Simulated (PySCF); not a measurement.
SMILES N#C[SiH2][SiH2][SiH3] at its GFN2-xTB optimised geometry (Å):

```
12

N      2.5557    -2.0679    -0.0003
C      1.4104    -2.1190     0.0000
Si    -0.4568    -2.1190     0.0000
Si    -1.1391     0.1022     0.0000
Si     0.1235     1.5483    -1.2995
H     -0.7890    -2.8881    -1.2056
H     -0.7881    -2.9570     1.1583
H     -2.5557     0.0993    -0.4079
H     -1.1912     0.5464     1.4034
H      1.5522     1.3102    -1.1001
H     -0.1680     1.3544    -2.7224
H     -0.1417     2.9570    -0.9988
```

Level of theory: PBE/def2-TZVP (PySCF 2.14.0).

Map of the Laplacian of the electron density (e/bohr⁵), clipped to [-1.50, 1.50] on the plane z = 1.5 Å:

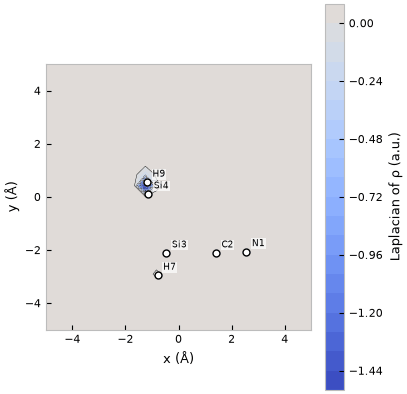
Laplacian of the electron density (e/bohr⁵), clipped to [-1.50, 1.50] on the plane z = 1.5 Å.
